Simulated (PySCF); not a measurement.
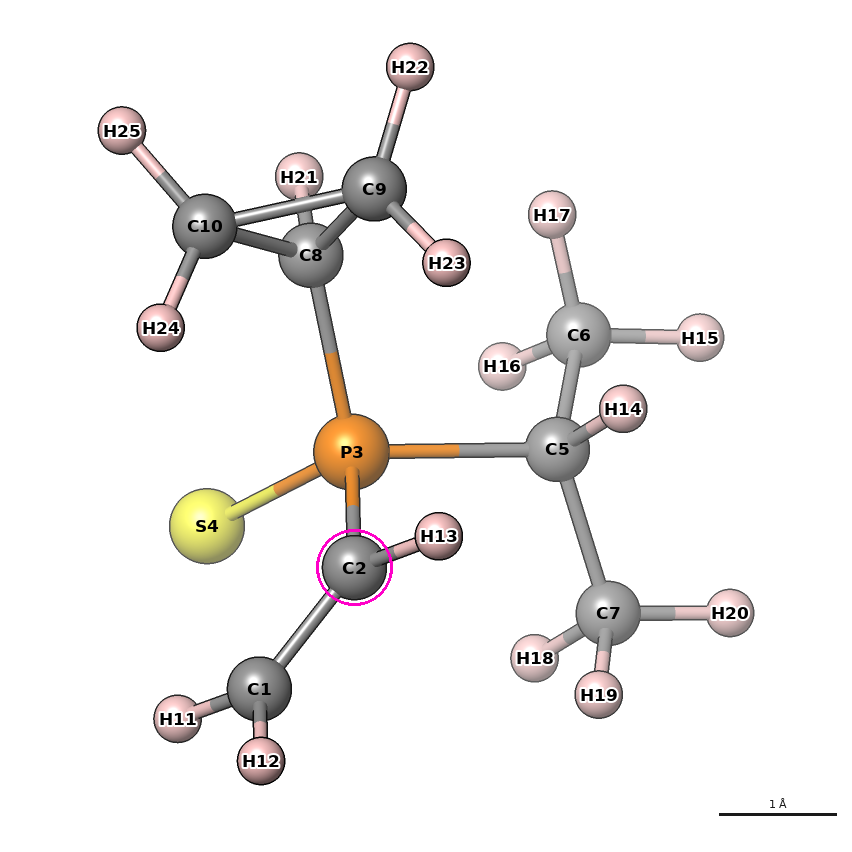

Orthographic view. Atoms fade into the background with distance from the viewer. The computed structure is the end point of a PBE0-D3(BJ)/def2-SVP optimisation. No frequency run is at hand to confirm it as a minimum.

> Which atoms are bonded to the circled atom?

The circled atom is C2; it is bonded to C1, P3, H13.

> Of C5 and C6, which is nearer the viewer?

C5; the bond to C6 points away from the viewer, so it looks shorter than its 1.52 Å.

> Which two atoms are farthest apart in space?

H20 and H25, 7.27 Å.

> What is the shortest path along bonds from the circled atom to C10?

C2–P3–C8–C10, 3 bonds; through space the two are 3.21 Å apart.
